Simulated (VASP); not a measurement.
Band structure of Cu3P (space group P-3m1). Method: PBEsol GGA, VASP's PBE PAW potentials (set 64) (plane waves; VASP).

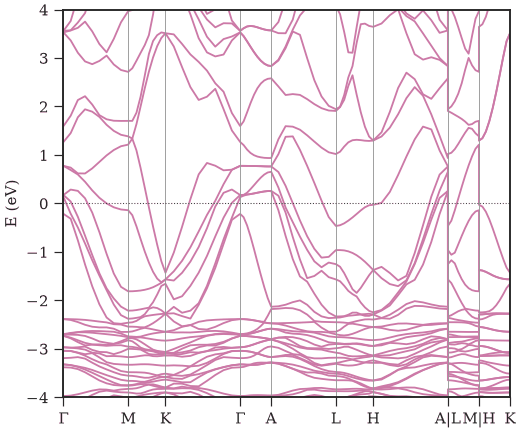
Figure: Bands along high-symmetry lines, zero at the valence-band maximum or, without a gap, the Fermi level

Task: Read the plot: is there a gap, and where are the band edges?

Result: It has no gap at this level: it comes out as a metal or semimetal. (Edges off the drawn lines would not show.)

The structure comes from a computed database's Cu3P entry (P-3m1); how it stands against other phases isn't given here. It was relaxed first.
